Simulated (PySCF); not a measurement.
SMILES N[SiH2][SeH] (H₅NSeSi), singlet at its CAM-B3LYP/def2-SVP optimised geometry (Å):

```
8

N      1.1368    -0.6356     0.0000
Si    -0.5829    -0.6356     0.0000
Se    -1.6571     1.4010     0.0000
H      1.6434    -0.5661     0.8760
H      1.6571    -0.2054    -0.7576
H     -1.0876    -1.2424    -1.2574
H     -0.9987    -1.4010     1.2022
H     -1.1921     1.7675     1.3451
```

Calculation: CAM-B3LYP/def2-TZVP (PySCF).

Map of the Laplacian of the electron density (e/bohr⁵), clipped to [-1.50, 1.50] on the plane z = 0.8 Å:

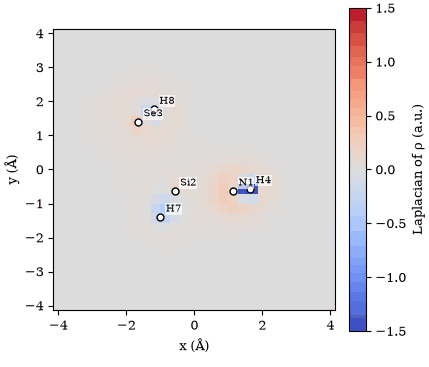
Laplacian of the electron density (e/bohr⁵), clipped to [-1.50, 1.50] on the plane z = 0.8 Å.
